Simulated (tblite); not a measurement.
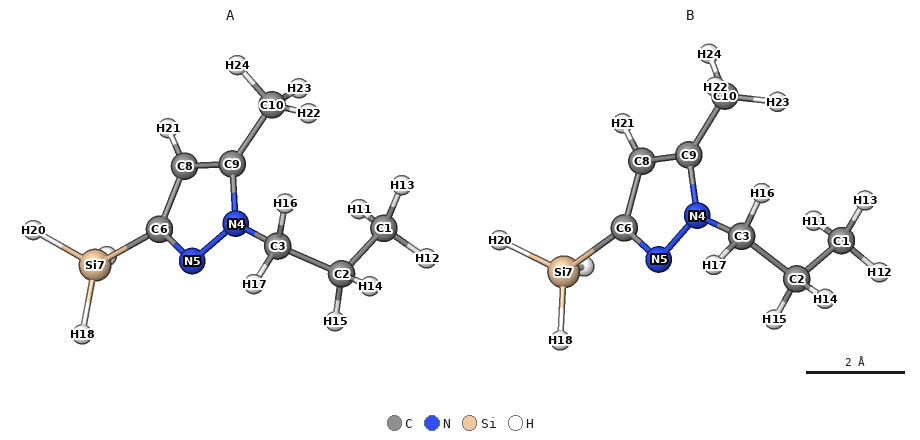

Two geometries of C₇H₁₄N₂Si, drawn at one scale. One is the start of a relaxation, the other its converged end. Style: ball-and-stick. Shown at a tilt.

All numbers below come from GFN2-xTB geometry optimisation, gas phase (tblite). 

Which geometry has the lower energy?

Structure B is the relaxed one. The largest move after the best rigid fit is that of an H atom, 1.31 Å. By element the largest moves are H 1.31 Å, C 0.37 Å, Si 0.23 Å, N 0.17 Å. Some distances before and after: C–C 1.489 → 1.532 Å, C–Si 1.827 → 1.869 Å, C–H 1.132 → 1.092 Å, C–C 1.387 → 1.409 Å. Bond angles that change, for instance: H–C–H 103.1° → 109.1°, C–C–C 124.4° → 130.3°, N–N–C 112.8° → 107.0°. Groups turn about C–C by about 60°, C–N by about 20°. After 155 geometry steps the energy has fallen by 54.7 kJ/mol. Cost: 1.6 s on 1 thread of Arm Neoverse V1, with other jobs on the host.
